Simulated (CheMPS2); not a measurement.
# DMRG/ANO-RCC-MB run of CH4S (methanethiol)

What is the vertical ionisation energy of CH4S (methanethiol) at DMRG/ANO-RCC-MB? 

The results are computed with CheMPS2 1.8.12.

4 further runs of the same task are left out: 2 that didn't finish, 2 set aside as unsound or not needed.

**1. The system as given**

CH4S has 6 atoms, charge 0, and is taken as a singlet. As SMILES, `CS`. The coordinates come from a GFN2-xTB relaxation.

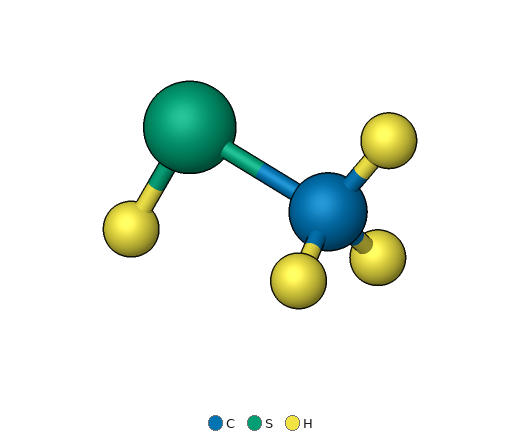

The structure, seen from a chosen angle (carbon blue, sulfur teal, hydrogen yellow).

**2. The energy at DMRG/ANO-RCC-MB**

prepare.py

```python
from pyscf import ao2mo, cc, dft, gto, mcscf, mp, scf
from pyscf.tools import fcidump

geom = "mol.xyz"
mol = gto.M(
    atom=geom,
    basis="ano-rcc-mb",
    verbose=4,
)
print("nao                            = %d" % (mol.nao))
mf = scf.RHF(mol)
mf.conv_tol = 1e-10
mf.max_cycle = 200
mf.kernel()
if not mf.converged:
    mf = mf.newton().run(mf.mo_coeff, mf.mo_occ)
print(f"E(SCF)                         = {mf.e_tot:.10f}")
# MP2, CCSD and CCSD(T) with the same frozen core
ref = mf
pt = mp.MP2(ref, frozen=6).run()
mycc = cc.CCSD(ref, frozen=6)
mycc.max_cycle = 150
mycc.kernel()
print(f"MP2 total energy               = {pt.e_tot:.10f}")
if mycc.converged:
    print("CCSD total energy              = %.10f" % (mycc.e_tot))
    print(f"CCSD(T) total energy           = {mycc.e_tot + mycc.ccsd_t():.10f}")
    print(f"T1                             = {mycc.get_t1_diagnostic():.4f}")
# a few density functionals on the same geometry and basis
ks = dft.RKS(mol, xc="pbe0").set(conv_tol=1e-9, verbose=3).run()
if ks.converged:
    print(f"E(PBE0)                        = {ks.e_tot:.8f}")
ks = dft.RKS(mol, xc="m062x").set(conv_tol=1e-9, verbose=3).run()
if ks.converged:
    print(f"E(M06-2X)                      = {ks.e_tot:.8f}")
ks = dft.RKS(mol, xc="camb3lyp").set(conv_tol=1e-9, verbose=3).run()
if ks.converged:
    print(f"E(CAM-B3LYP)                   = {ks.e_tot:.8f}")
# CCSD natural orbitals
occ_no, mo = mcscf.addons.make_natural_orbitals(cc.CCSD(mf, frozen=6).run())
mf.mo_coeff = mo
# write the integrals of the correlated orbitals
cas = mcscf.CASCI(mf, 12, 14)
h1, ecore = cas.get_h1eff()
fcidump.from_integrals("FCIDUMP", h1, cas.get_h2eff(), 12, 14, nuc=ecore, ms=0)
# exact diagonalisation in the same space
ci = mcscf.CASCI(mf, 12, (7, 7))
ci.fix_spin_(ss=0)
ci.fcisolver.conv_tol = 1e-10
ci.fcisolver.max_cycle = 200
ci.kernel()
print("E(FCI)                         = %.10f" % (ci.e_tot))
```

chemps2.input

```
FCIDUMP = FCIDUMP
GROUP = 0
MULTIPLICITY = 1
NELECTRONS = 14
IRREP = 0
EXCITATION = 0
SWEEP_STATES = 25, 50, 100, 100
SWEEP_ENERGY_CONV = 1e-05, 1e-05, 1e-05, 1e-07
SWEEP_MAX_SWEEPS = 4, 3, 2, 6
SWEEP_NOISE_PREFAC = 0.05, 0.05, 0.005, 0.0
SWEEP_DVDSON_RTOL = 1e-04, 1e-04, 1e-04, 1e-05
NOCC = 0
NACT = 12
NVIR = 0
MOLCAS_FIEDLER = TRUE
PRINT_CORR = TRUE
TMP_FOLDER = .
```

Run with:

```sh
$ python prepare.py && chemps2 --file=chemps2.input
```

Standard output:

```text
$ python prepare.py

[INPUT] verbose = 4
[INPUT] num. atoms = 6
[INPUT] num. electrons = 26
[INPUT] charge = 0
[INPUT] spin (= nelec alpha-beta = 2S) = 0
[INPUT] symmetry False subgroup None
[INPUT] Mole.unit = angstrom
[INPUT] Symbol           X                Y                Z      unit          X                Y                Z       unit  Magmom
[INPUT]  1 C     -0.147600000000  -0.292240000000  -0.383640000000 AA   -0.278923575986  -0.552253562643  -0.724974530428 Bohr   0.0
[INPUT]  2 S      0.566370000000   0.045410000000   1.257020000000 AA    1.070284185170   0.085812463316   2.375423533101 Bohr   0.0
[INPUT]  3 H     -1.177690000000   0.050770000000  -0.412920000000 AA   -2.225511559639   0.095941395344  -0.780305711355 Bohr   0.0
[INPUT]  4 H     -0.111630000000  -1.368700000000  -0.517730000000 AA   -0.210950127285  -2.586468146692  -0.978367906471 Bohr   0.0
[INPUT]  5 H      0.446400000000   0.196670000000  -1.149940000000 AA    0.843573742006   0.371652436918  -2.173071659682 Bohr   0.0
[INPUT]  6 H      0.424140000000   1.368100000000   1.207200000000 AA    0.801508438473   2.585334311017   2.281277377575 Bohr   0.0

nuclear repulsion = 56.4144824804289
number of shells = 8
number of NR pGTOs = 126
number of NR cGTOs = 18
basis = ano-rcc-mb
ecp = {}
CPU time:         0.53
nao                            = 18

******** <class 'pyscf.scf.hf.RHF'> ********
method = RHF
initial guess = minao
damping factor = 0
level_shift factor = 0
DIIS = <class 'pyscf.scf.diis.CDIIS'>
diis_start_cycle = 1
diis_space = 8
diis_damp = 0
SCF conv_tol = 1e-10
SCF conv_tol_grad = None
SCF max_cycles = 200
direct_scf = True
direct_scf_tol = 1e-13
[... 57 lines left out ...]
CCSD converged
[... 4 lines left out ...]
CCSD(T) total energy           = -437.4182568278
[... 32 lines left out ...]
converged SCF energy = -438.301149788094
[... 37 lines left out ...]
sorting_mo_energy = False
[... 78 lines left out ...]
***     Maximum discarded weight = 0
[... 32 lines left out ...]
***     Minimum energy           = -437.417122536394
[... 7 lines left out ...]
***     Maximum discarded weight = 5.61415955446754e-05
[... 13 lines left out ...]
***     Minimum energy           = -437.417256493161
[... 14 lines left out ...]
***     Minimum energy           = -437.417602343011
[... 7 lines left out ...]
***     Maximum discarded weight = 1.49538584145866e-05
[... 13 lines left out ...]
***     Minimum energy           = -437.417691564597
[... 14 lines left out ...]
***     Minimum energy           = -437.41771994933
[... 7 lines left out ...]
***     Maximum discarded weight = 2.09722184916674e-06
[... 13 lines left out ...]
***     Minimum energy           = -437.418422131849
[... 14 lines left out ...]
***     Minimum energy           = -437.418436251993
[... 7 lines left out ...]
***     Maximum discarded weight = 4.3839423887979e-06
[... 13 lines left out ...]
***     Minimum energy           = -437.418440347821
[... 8 lines left out ...]
***     Maximum discarded weight = 4.5160339049318e-06
[... 14 lines left out ...]
***     Maximum discarded weight during the last sweep     = 4.51919526170353e-06
[... 61 lines left out ...]
   Columns 1 to 8

    0.002777    0.000015    0.000017    0.000014    0.000043    0.000042    0.000365   -0.001173
    0.000015    0.004895    0.000089    0.000221    0.000036    0.000497    0.000242   -0.003659
    0.000017    0.000089    0.021167    0.002724    0.004498    0.001860    0.002648   -0.004367
[... 8 lines of this table left out ...]
   -0.000050   -0.000061   -0.016359   -0.006196   -0.009411   -0.004240   -0.004037    0.001832

   Columns 9 to 12

   -0.001519   -0.000066   -0.000466   -0.000050
   -0.002044   -0.000160   -0.000073   -0.000061
   -0.000661   -0.005673   -0.005944   -0.016359
[... 8 lines of this table left out ...]
    0.000478    0.005145    0.004905    0.027995

--------------------------------------------------------
Singlet diradical correlation function = < d_i,up d_j,down > + < d_i,down d_j,up > - < d_i,up > * < d_j,down > - < d_i,down > * < d_j,up >
Hamiltonian index order is used!

   Columns 1 to 8

   -0.000000    0.000013    0.000009    0.000011    0.000042    0.000026    0.000173    0.000199
    0.000013   -0.000001    0.000087    0.000201    0.000024    0.000506    0.000248    0.000306
    0.000009    0.000087   -0.000068    0.002509    0.004207    0.001731    0.002333    0.001331
[... 8 lines of this table left out ...]
    0.000019    0.000029    0.006215    0.001246    0.001986    0.001129    0.000857    0.001524

   Columns 9 to 12

    0.000047    0.000033    0.000433    0.000019
    0.000379    0.000055    0.000028    0.000029
    0.000216    0.001618    0.001678    0.006215
[... 8 lines of this table left out ...]
    0.000411    0.004920    0.004679   -0.000075

--------------------------------------------------------
Two-orbital mutual information = 0.5 * ( s1(i) + s1(j) - s2(i,j) ) * ( 1 - delta(i,j) )
Hamiltonian index order is used!

   Columns 1 to 8

    0           0.000300    0.000040    0.000112    0.000145    0.000451    0.001210    0.001776
    0.000300    0           0.000238    0.000474    0.000025    0.001708    0.001951    0.004992
    0.000040    0.000238    0           0.004986    0.010382    0.003028    0.004759    0.004532
[... 8 lines of this table left out ...]
    0.000022    0.000024    0.031021    0.006307    0.012996    0.003939    0.003744    0.003195

   Columns 9 to 12

    0.002225    0.000041    0.001193    0.000022
    0.003008    0.000088    0.000031    0.000024
    0.000373    0.008346    0.008935    0.031021
[... 8 lines of this table left out ...]
    0.000593    0.012891    0.011688    0

--------------------------------------------------------
```

Wall time 39 s (1 thread of Arm Neoverse V2, shared host); peak memory 0.26 GiB.

**3. The doublet cation: a single-point energy at DMRG/ANO-RCC-MB**

prepare.py

```python
from pyscf import ao2mo, cc, dft, gto, mcscf, mp, scf
from pyscf.tools import fcidump

geom = """
C     -0.147600    -0.292240    -0.383640
S      0.566370     0.045410     1.257020
H     -1.177690     0.050770    -0.412920
H     -0.111630    -1.368700    -0.517730
H      0.446400     0.196670    -1.149940
H      0.424140     1.368100     1.207200
"""
mol = gto.M(
    atom=geom,
    basis="ano-rcc-mb",
    charge=1,
    spin=1,
    verbose=4,
)
print("nao = %d" % (mol.nao))
mf = scf.ROHF(mol)
mf.conv_tol = 1e-10
mf.max_cycle = 200
mf.kernel()
if not mf.converged:
    mf = mf.newton().run(mf.mo_coeff, mf.mo_occ)
print("E(HF) = %.10f" % (mf.e_tot))
# single-reference ladder for comparison
ref = scf.UHF(mol).run(mf.make_rdm1(), conv_tol=1e-10)
pt = mp.MP2(ref, frozen=6).run()
mycc = cc.CCSD(ref, frozen=6)
mycc.max_cycle = 150
mycc.kernel()
print(f"MP2 total energy = {pt.e_tot:.10f}")
if mycc.converged:
    print(f"E(CCSD) = {mycc.e_tot:.10f}")
    print(f"CCSD(T) total energy = {mycc.e_tot + mycc.ccsd_t():.10f}")
# a few density functionals on the same geometry and basis
ks = dft.UKS(mol, xc="pbe0").set(conv_tol=1e-9, verbose=3).run(mf.make_rdm1())
if ks.converged:
    print("E(PBE0) = %.8f" % (ks.e_tot))
ks = dft.UKS(mol, xc="m062x").set(conv_tol=1e-9, verbose=3).run(mf.make_rdm1())
if ks.converged:
    print(f"E(M06-2X) = {ks.e_tot:.8f}")
ks = dft.UKS(mol, xc="camb3lyp").set(conv_tol=1e-9, verbose=3).run(mf.make_rdm1())
if ks.converged:
    print(f"E(CAM-B3LYP) = {ks.e_tot:.8f}")
# natural orbitals of MP2 give a compact matrix product state
occ_no, mo = mcscf.addons.make_natural_orbitals(mp.MP2(mf.to_uhf(), frozen=6).run())
mf.mo_coeff = mo
# FCIDUMP for the DMRG program
cas = mcscf.CASCI(mf, 12, 13)
h1, ecore = cas.get_h1eff()
fcidump.from_integrals("FCIDUMP", h1, cas.get_h2eff(), 12, 13, nuc=ecore, ms=1)
# FCI check
ci = mcscf.CASCI(mf, 12, (7, 6))
ci.fix_spin_(ss=0.75)
ci.fcisolver.conv_tol = 1e-10
ci.fcisolver.max_cycle = 200
ci.kernel()
print(f"FCI energy = {ci.e_tot:.10f}")
```

chemps2.input

```
FCIDUMP = FCIDUMP
GROUP = 0
MULTIPLICITY = 2
NELECTRONS = 13
IRREP = 0
EXCITATION = 0
SWEEP_STATES = 25, 50, 100, 100
SWEEP_ENERGY_CONV = 1e-04, 1e-04, 1e-04, 1e-06
SWEEP_MAX_SWEEPS = 3, 4, 3, 6
SWEEP_NOISE_PREFAC = 0.05, 0.05, 0.005, 0.0
SWEEP_DVDSON_RTOL = 3e-05, 3e-05, 3e-05, 3e-06
NOCC = 0
NACT = 12
NVIR = 0
MOLCAS_FIEDLER = FALSE
PRINT_CORR = TRUE
TMP_FOLDER = .
```

Run with:

```sh
$ python prepare.py && chemps2 --file=chemps2.input
```

Standard output:

```text
$ python prepare.py

[INPUT] verbose = 4
[INPUT] num. atoms = 6
[INPUT] num. electrons = 25
[INPUT] charge = 1
[INPUT] spin (= nelec alpha-beta = 2S) = 1
[INPUT] symmetry False subgroup None
[INPUT] Mole.unit = angstrom
[INPUT] Symbol           X                Y                Z      unit          X                Y                Z       unit  Magmom
[INPUT]  1 C     -0.147600000000  -0.292240000000  -0.383640000000 AA   -0.278923575986  -0.552253562643  -0.724974530428 Bohr   0.0
[INPUT]  2 S      0.566370000000   0.045410000000   1.257020000000 AA    1.070284185170   0.085812463316   2.375423533101 Bohr   0.0
[INPUT]  3 H     -1.177690000000   0.050770000000  -0.412920000000 AA   -2.225511559639   0.095941395344  -0.780305711355 Bohr   0.0
[INPUT]  4 H     -0.111630000000  -1.368700000000  -0.517730000000 AA   -0.210950127285  -2.586468146692  -0.978367906471 Bohr   0.0
[INPUT]  5 H      0.446400000000   0.196670000000  -1.149940000000 AA    0.843573742006   0.371652436918  -2.173071659682 Bohr   0.0
[INPUT]  6 H      0.424140000000   1.368100000000   1.207200000000 AA    0.801508438473   2.585334311017   2.281277377575 Bohr   0.0

nuclear repulsion = 56.4144824804289
number of shells = 8
number of NR pGTOs = 126
number of NR cGTOs = 18
basis = ano-rcc-mb
ecp = {}
CPU time:         0.57
nao = 18

******** <class 'pyscf.scf.rohf.ROHF'> ********
method = ROHF
initial guess = minao
damping factor = 0
level_shift factor = 0
DIIS = <class 'pyscf.scf.diis.CDIIS'>
diis_start_cycle = 1
diis_space = 8
diis_damp = 0
SCF conv_tol = 1e-10
SCF conv_tol_grad = None
SCF max_cycles = 200
direct_scf = True
direct_scf_tol = 1e-13
[... 121 lines left out ...]
UCCSD converged
[... 25 lines left out ...]
converged SCF energy = -437.8776106606  <S^2> = 0.75151523  2S+1 = 2.0015147
[... 43 lines left out ...]
FCI energy = -437.0513191281
[... 84 lines left out ...]
***     Maximum discarded weight = 2.60292794569877e-06
[... 14 lines left out ...]
***     Maximum discarded weight = 0.000320296981590658
[... 14 lines left out ...]
***     Maximum discarded weight = 0.000413862701213751
[... 20 lines left out ...]
***     Minimum energy           = -437.04649287981
[... 14 lines left out ...]
***     Minimum energy           = -437.047535967167
[... 14 lines left out ...]
***     Minimum energy           = -437.047662698938
[... 15 lines left out ...]
***     Maximum discarded weight = 6.70056973025851e-06
[... 14 lines left out ...]
***     Maximum discarded weight = 6.28069835683094e-05
[... 14 lines left out ...]
***     Maximum discarded weight = 5.57142582845185e-05
[... 20 lines left out ...]
***     Minimum energy           = -437.050446784659
[... 14 lines left out ...]
***     Minimum energy           = -437.05050044538
[... 14 lines left out ...]
***     Minimum energy           = -437.05051440878
[... 15 lines left out ...]
***     Maximum discarded weight during the last sweep     = 6.03439656464124e-05
[... 61 lines left out ...]
   Columns 1 to 8

    0.004842    0.000157    0.000288    0.000120    0.000079    0.000197   -0.000135   -0.002578
    0.000157    0.020620    0.002578    0.003462    0.003783    0.002534   -0.000193   -0.006658
    0.000288    0.002578    0.032228    0.003584    0.000863    0.003697   -0.000364   -0.004378
[... 8 lines of this table left out ...]
   -0.000085   -0.011045   -0.004073   -0.008002   -0.008489   -0.003742   -0.000033    0.001670

   Columns 9 to 12

   -0.002196   -0.000579   -0.000111   -0.000085
   -0.005598   -0.004510   -0.005131   -0.011045
   -0.025265   -0.008389   -0.000771   -0.004073
[... 8 lines of this table left out ...]
    0.000861    0.003627    0.004516    0.024793

--------------------------------------------------------
Singlet diradical correlation function = < d_i,up d_j,down > + < d_i,down d_j,up > - < d_i,up > * < d_j,down > - < d_i,down > * < d_j,up >
Hamiltonian index order is used!

   Columns 1 to 8

   -0.000002    0.000170    0.000311    0.000110    0.000048    0.000204    0.000496    0.000402
    0.000170   -0.000085    0.002552    0.003285    0.003473    0.002354   -0.000127    0.001969
    0.000311    0.002552   -0.000074    0.003575    0.000697    0.003516   -0.000100    0.001233
[... 8 lines of this table left out ...]
    0.000039    0.004283    0.001279    0.002068    0.002039    0.000856   -0.000233    0.001482

   Columns 9 to 12

    0.000525    0.000222    0.000044    0.000039
    0.001084    0.001441    0.001450    0.004283
    0.003048    0.002001    0.000229    0.001279
[... 8 lines of this table left out ...]
    0.000832    0.003558    0.004405   -0.000064

--------------------------------------------------------
Two-orbital mutual information = 0.5 * ( s1(i) + s1(j) - s2(i,j) ) * ( 1 - delta(i,j) )
Hamiltonian index order is used!

   Columns 1 to 8

    0           0.000537    0.001126    0.000166    0.000039    0.000946    0.000464    0.003606
    0.000537    0           0.005810    0.007612    0.007057    0.005097    0.000261    0.007443
    0.001126    0.005810    0           0.008791    0.000712    0.007932    0.000252    0.004275
[... 8 lines of this table left out ...]
    0.000033    0.017590    0.003710    0.011055    0.011149    0.003091    0.000505    0.002588

   Columns 9 to 12

    0.003554    0.000549    0.000051    0.000033
    0.005053    0.005607    0.007156    0.017590
    0.034121    0.009289    0.000431    0.003710
[... 8 lines of this table left out ...]
    0.001081    0.008570    0.011258    0

--------------------------------------------------------
```

It took 60 s on 1 thread of Arm Neoverse V2, shared host; peak memory 0.29 GiB.

**4. Outcome**

Level: DMRG/ANO-RCC-MB, 6 core orbitals frozen.

| quantity | value |
| --- | --- |
| run 1, DMRG/ANO-RCC-MB: total energy | -437.41844 Eh |
| run 1, DMRG/ANO-RCC-MB: T1 diagnostic of the CCSD step | 0.004 |
| doublet cation: total energy | -437.05052 Eh |
| vertical ionisation energy (to the doublet cation) | 10.012 eV |

The vertical ionisation energy comes to 10.01 eV (966 kJ/mol). In a minimal basis such a difference can be off by several eV, whatever the method. The basis (run 1, DMRG/ANO-RCC-MB) was made for a relativistic Hamiltonian, but the run is non-relativistic. The basis (doublet cation) was made for a relativistic Hamiltonian, but the run is non-relativistic.
